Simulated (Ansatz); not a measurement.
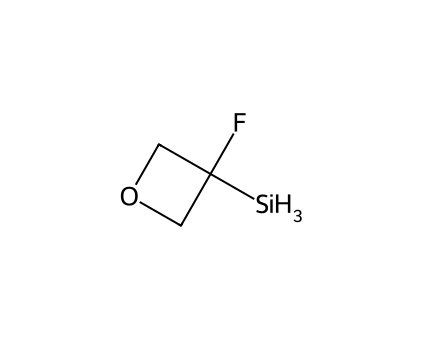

The drawing above gives the connectivity. The geometry was computed by an optimisation with PBE0-D4/def2-TZVP. No frequency run is at hand to confirm it as a minimum.

What does the molecule look like in three dimensions?

It has 13 atoms: 3 carbon, 7 hydrogen, 1 fluorine, 1 oxygen and 1 silicon (C3H7FOSi). As SMILES it reads `FC1([SiH3])COC1`. Independent rings (smallest set): 1 of 4 members. Among its groups: ether, C–F bond, Si–H bond. This geometry has Cs symmetry. Coordination, clear cases only: 1 Si tetrahedral; 1 O bent.

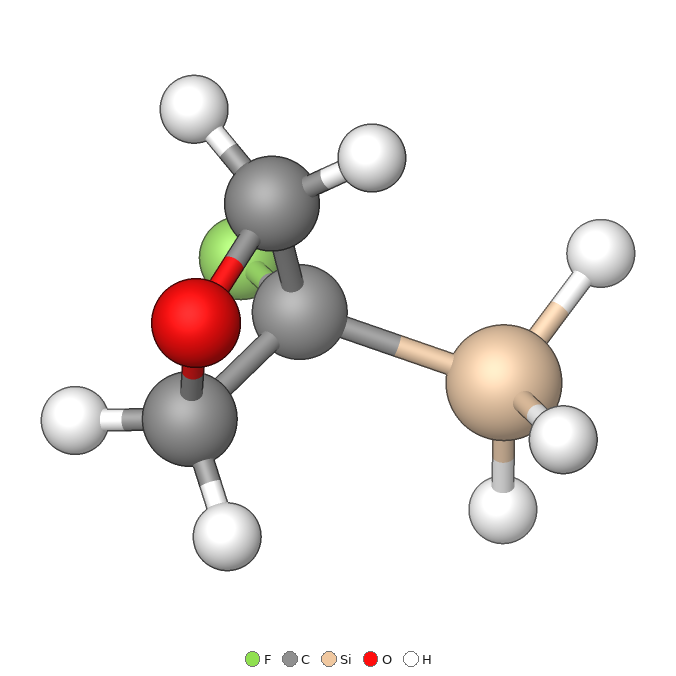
